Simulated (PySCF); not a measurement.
C₂H₈MgOSi, SMILES C[CH2][Mg][O][SiH3], CAM-B3LYP/def2-SVP optimised geometry. Atoms within 1.6 Å of the plane z = 1.0 Å (x, y, z in Å): O9 (-1.05, -1.12, 1.28), Si10 (-0.45, -0.31, 0.00), H12 (1.05, -0.31, 0.00), H13 (-0.89, 1.12, 0.00).

Level of theory: CAM-B3LYP/def2-TZVP (PySCF 2.14.0). Cells within 0.4 Å of a nucleus heavier than hydrogen are left out (blank, or x).

Map of the electrostatic potential (hartree/e), clipped to [-0.08, 0.12] on the plane z = 1.0 Å:

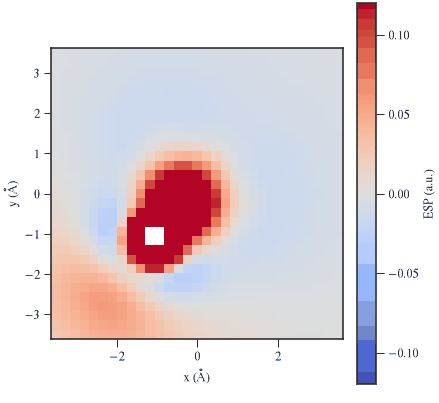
Fig. 1. Electrostatic potential (hartree/e), clipped to [-0.08, 0.12] on the plane z = 1.0 Å.
